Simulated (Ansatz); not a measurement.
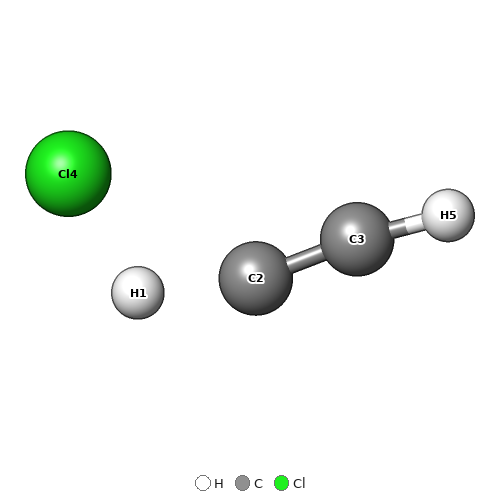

The system is the reacting system C₂H₂Cl (fragments C₂H₂Cl where the first distance is long, ClH + C₂H where the second is long), spin multiplicity 2; the picture shows the reference structure. 
- The first coordinate is: distance H1–Cl4 (bond that forms); the second: distance H1–C2 (bond that breaks).
- Relaxed at each point: all other coordinates.
- Grid: 8 × 8 points. At 4 points there is no value.
- Points are written as (first, second).
- Energies are in eV, from the lowest grid point.
- Energies and slopes of some neighbouring points disagree (a jump in structure or state, or too coarse a mesh).
- The calculation used UKS r2SCAN-D4/def2-SVP (Ansatz).

Its coordinates:

```xyz
5

H    -0.0690   -0.9384    1.0834
C     0.1947   -0.3993   -0.1622
C     0.2902    0.3473   -1.1372
Cl   -0.8470    0.0927    2.2684
H     0.4313    0.8975   -2.0524
```

Range: distance H1–Cl4 (bond that forms) from 1.197 to 2.997 Å; distance H1–C2 (bond that breaks) from 0.963 to 2.463 Å.

**What will the energy surface look like?**

The lowest grid point is at (2.379 Å, 1.095 Å). The highest grid point, (1.197 Å, 0.963 Å), lies 4.93 eV above the lowest.

| second ↓, first → | 1.197 | 1.355 | 1.573 | 1.821 | 2.091 | 2.379 | 2.682 | 2.997 |
| --- | --- | --- | --- | --- | --- | --- | --- | --- |
| 2.463 | 2.58 | 2.48 | 3.19 | 4.25 | 4.39 | 4.29 | 4.24 | 4.21 |
| 2.200 | 2.61 | 2.49 | 3.15 | – | 4.17 | 4.06 | 3.98 | 3.93 |
| 1.948 | 2.66 | 2.48 | 3.07 | 3.86 | 3.76 | 3.61 | – | – |
| 1.708 | 2.73 | 2.42 | 2.73 | 3.25 | 3.63 | – | 2.05 | 2.16 |
| 1.483 | 2.85 | 2.28 | 2.26 | 2.45 | 2.58 | 1.43 | 1.25 | 1.58 |
| 1.276 | 3.10 | 2.22 | 1.81 | 1.68 | 1.01 | 0.48 | 0.47 | 1.01 |
| 1.095 | 3.75 | 2.54 | 1.75 | 1.34 | 0.36 | 0.00 | 0.26 | 0.83 |
| 0.963 | 4.93 | 3.42 | 2.37 | 1.41 | 0.59 | 0.41 | 0.86 | 1.15 |

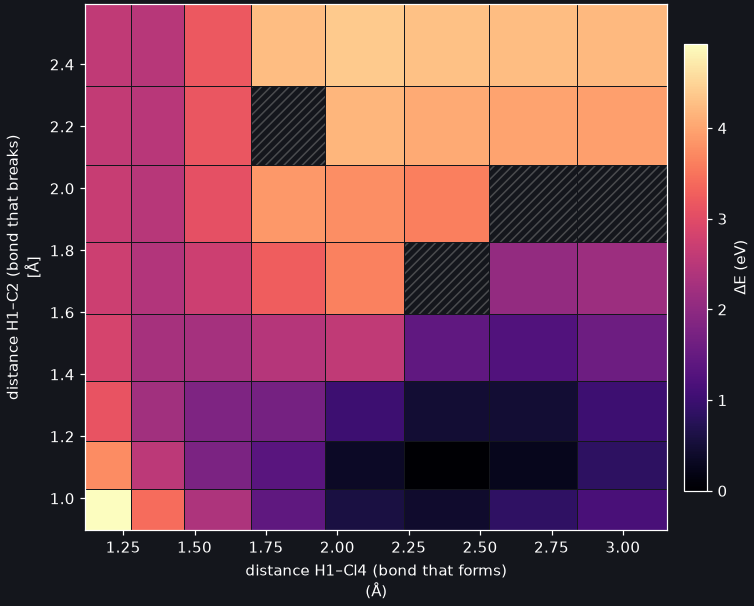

The picture shows one coloured cell a grid point, hatched blanks where no value was computed.

The whole map (60 points run) took 36 min on 1 thread of Arm Neoverse V2, with other jobs on the host.
